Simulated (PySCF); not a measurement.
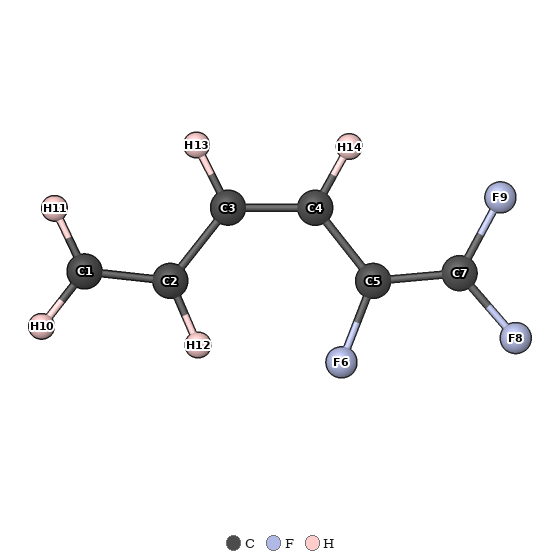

Structure of C₆H₅F₃, SMILES C=C/C=C\C(F)=C(F)F.

GIAO shifts, PBE0/pcSseg-1 in PySCF 2.14.0, at a GFN2-xTB geometry (no frequency check), against CFCl₃ for ¹⁹F computed at the same level (¹⁹F: this reference is a hard case for the method, so all values can be off together by tens of ppm, and differences between signals are safer). Gas phase, fully decoupled, line heights follow the number of nuclei, widths are arbitrary (no quadrupolar broadening); values of one conformer, averaged over methyl-type rotors and exact or near symmetry; other conformers aren't averaged in.

### Which ¹⁹F signals does it give?

3 signals.


| δ (ppm) | nuclei | atoms |
| --- | --- | --- |
| −102.2 | 1 | F8 |
| −115.5 | 1 | F9 |
| −195.6 | 1 | F6 |

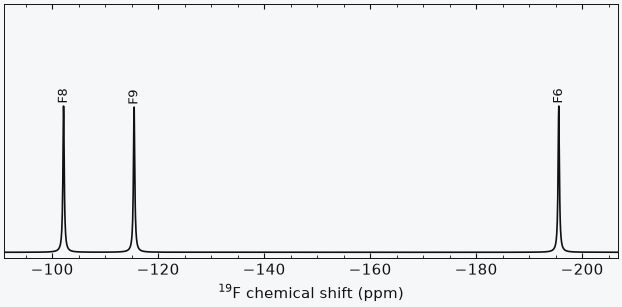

Known limits of this run: the tight-binding geometry is rougher than a DFT one and adds to the error.
